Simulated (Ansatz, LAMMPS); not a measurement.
# Molecular dynamics of glassy 58ZnO-42GeO2 (mol %) (104 atoms), part 2 of 2

How do the atoms of glassy 58ZnO-42GeO2 (mol %) (104 atoms) move, and what local order do they keep?

Ansatz 0.2.0; Kohn-Sham DFT, PBE, PAW (set soft_2), plane waves.

The cell: 25 Zn, 18 Ge and 61 O. The quench rate of 200 K/ps is many orders above laboratory rates. The network of bonds at the start is that of the classical potential that made the cell. Sampling is at Γ alone, for a cell whose shortest periodic width is 11 Å.

So far, density (g/cm³): step 3 (local order late in the run) 4.52.

### 4. Single point at the last frame (continued)

Neighbours are counted within 2.48 Å (O-Zn), 2.27 Å (O-Ge), the cutoffs taken from the dynamics.

Length of the force by element and coordination:

| element | coordination | atoms | mean length of the force (eV/Å) | spread | least | most |
| --- | --- | --- | --- | --- | --- | --- |
| Ge | all | 18 | 2.62 | 0.678 | 1.66 | 3.66 |
| O | all | 61 | 1.43 | 0.676 | 0.222 | 3.51 |
| O | 2 | 15 | 1.63 | 0.515 | 0.836 | 2.77 |
| O | 3 | 36 | 1.45 | 0.752 | 0.222 | 3.51 |
| O | 4 | 10 | 1.06 | 0.392 | 0.391 | 1.78 |
| Zn | all | 25 | 1.06 | 0.566 | 0.193 | 2.21 |
| Zn | 3 | 1 | 0.799 | 0 | 0.799 | 0.799 |
| Zn | 4 | 17 | 1.16 | 0.565 | 0.377 | 2.21 |
| Zn | 5 | 7 | 0.866 | 0.547 | 0.193 | 1.90 |

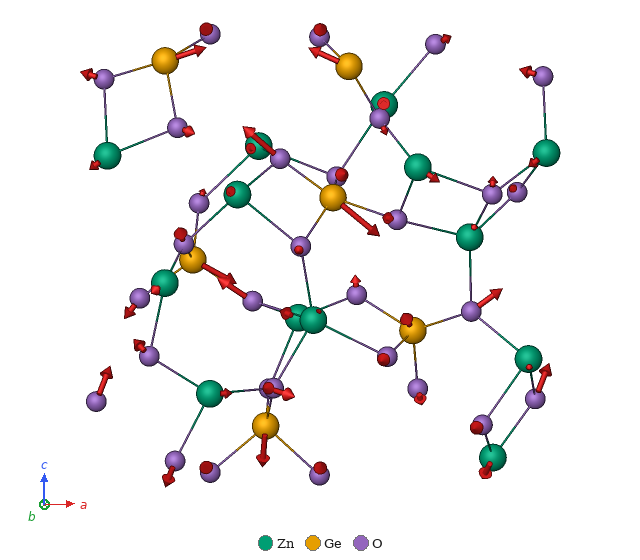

Forces as arrows; the longest in the cell is 3.66 eV/Å. Drawn is a slice 4 Å thick, seen along the normal of the ac plane. Bonds to atoms that aren't drawn are left out.

Löwdin charges by element and coordination (they lack the spilled electrons, 0.060 e an atom on average):

| element | coordination | atoms | mean charge (e) | spread | least | most |
| --- | --- | --- | --- | --- | --- | --- |
| Ge | all | 18 | 1.46 | 0.0404 | 1.36 | 1.53 |
| O | all | 61 | -0.930 | 0.129 | -1.25 | -0.709 |
| O | 2 | 15 | -0.775 | 0.0803 | -0.952 | -0.709 |
| O | 3 | 36 | -0.966 | 0.094 | -1.25 | -0.807 |
| O | 4 | 10 | -1.03 | 0.0952 | -1.22 | -0.960 |
| Zn | all | 25 | 1.47 | 0.0205 | 1.42 | 1.50 |
| Zn | 3 | 1 | 1.45 | 0 | 1.45 | 1.45 |
| Zn | 4 | 17 | 1.47 | 0.0234 | 1.42 | 1.50 |
| Zn | 5 | 7 | 1.47 | 0.0099 | 1.46 | 1.49 |

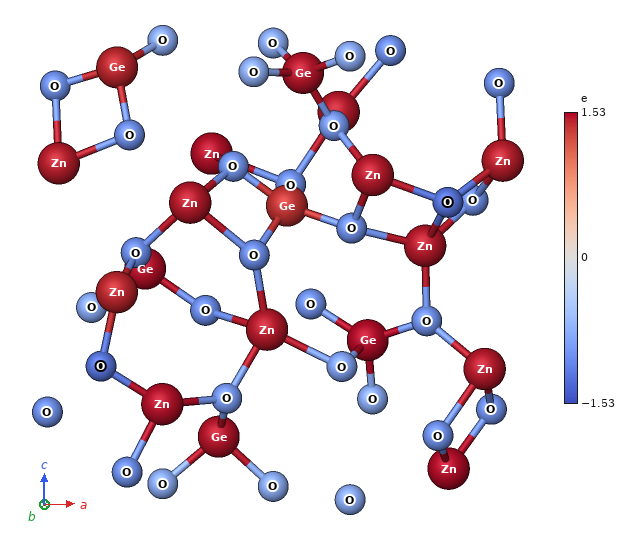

Atoms coloured by Löwdin charge. Drawn is a slice 4 Å thick, seen along the normal of the ac plane. Bonds to atoms that aren't drawn are left out.

States in the cell by windows of 1 eV, zero at the Fermi level; the larger projections on atomic orbitals stand beside the total:

| from (eV) | to (eV) | total | O p | Zn d |
| --- | --- | --- | --- | --- |
| -14 | -11 | 0.0 | 0.0 | 0.0 |
| -11 | -10 | 1.9 | 1.1 | 0.0 |
| -10 | -9 | 8.5 | 4.7 | 0.2 |
| -9 | -8 | 15.3 | 8.2 | 1.2 |
| -8 | -7 | 14.1 | 7.3 | 2.9 |
| -7 | -6 | 86.0 | 32.0 | 45.9 |
| -6 | -5 | 165.5 | 31.0 | 127.3 |
| -5 | -4 | 79.5 | 31.2 | 39.0 |
| -4 | -3 | 65.4 | 45.2 | 12.3 |
| -3 | -2 | 82.0 | 68.0 | 8.9 |
| -2 | -1 | 76.2 | 65.2 | 8.0 |
| -1 | 0 | 21.5 | 18.7 | 2.1 |
| 0 | 1 | 2.0 | 0.3 | 0.0 |
| 1 | 2 | 0.0 | 0.0 | 0.0 |
| 2 | 3 | 12.0 | 3.4 | 0.1 |
| 3 | 4 | 20.6 | 5.5 | 0.1 |
| 4 | 5 | 24.4 | 5.5 | 0.1 |

The curve was stored every 0.100 eV, coarse against its broadening of 0.08 eV, so these counts are rough.

Between -26 and -14 eV lie 302 more states.

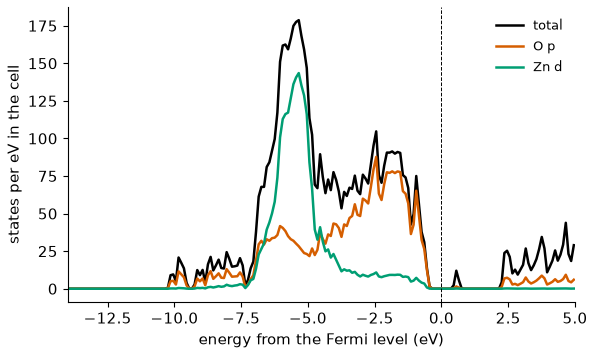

Total and projected density of states, with the broadening of the input.

The levels nearest the highest filled one (over half full), pooled over k-points and spins:

| level less the highest filled one (eV) | occupation |
| --- | --- |
| -0.28 | 2 |
| -0.250 | 2 |
| -0.182 | 2 |
| -0.113 | 2 |
| -0.0975 | 2 |
| 0 | 2 |
| 1.15 | 0 |
| 2.94 | 0 |
| 2.97 | 0 |
| 3.07 | 0 |
| 3.14 | 0 |
| 3.32 | 0 |

Mean Löwdin charges: Ge +1.46, O -0.93, Zn +1.47 e (they miss 0.69 % of the electrons, so they add up to more than the cell's charge).

### 5. Summary of results

| Quantity | Value |
| --- | --- |
| mean temperature, second half | 530.2 K |
| temperature swing, second half | 31.62 K |
| slope of the conserved energy against time, by least squares | -0.1622 meV/atom/ps |
| free energy per atom | -1873.9054 eV/atom |
| pressure | 1.341 GPa |
| r.m.s. force component | 1.015 eV/Å |
| gap (highest filled to lowest empty level) | 1.149 eV |
| wall time of the 2 DFT runs | 11 min |

Over the second half of 101 fs the temperature averages 530 K, falling from about 546 to 483 K (means over the first and last quarter of that half). The conserved energy stays within 0.06 meV/atom. The mean temperature of 530 K lies well off the 400 K of the input, so the thermostat hasn't yet brought the run to equilibrium. The count of bonds goes from 175 in the first frame to 178 in the last, by one set of cutoffs: 3 pairs passed out of them and 6 came within. The run spans 0.10 ps, too short for its means to be equilibrium values. Counting bonds as in the table, all Ge atoms have 4, 59 % of O atoms have 3 and 68 % of Zn atoms have 4 bonded neighbours. Counting bonds to Ge alone, not to Zn, 26 % of the oxygens join two of these atoms and 66 % one; 8 % join none.

Filled and empty levels are parted by 1.15 eV (at Γ alone); a semilocal functional tends to put such gaps too low. In a disordered cell it changes from sample to sample, and tail or defect levels can set it.

**Limits.** The network of bonds at the start is that of the classical potential that made the cell; in DFT 3 of its 175 bonded pairs passed out of the cutoffs and 6 came within them. The stress is far from hydrostatic: its diagonal is 0.3, 0.2, 3.4 GPa, compression counted positive. The pressure of a single frame lacks the kinetic term, about 0.53 GPa here.

[Hosts, paths, dates, database ids (printed as entryN), source tags and the programs' standing remarks are cut or masked in the printed files.]
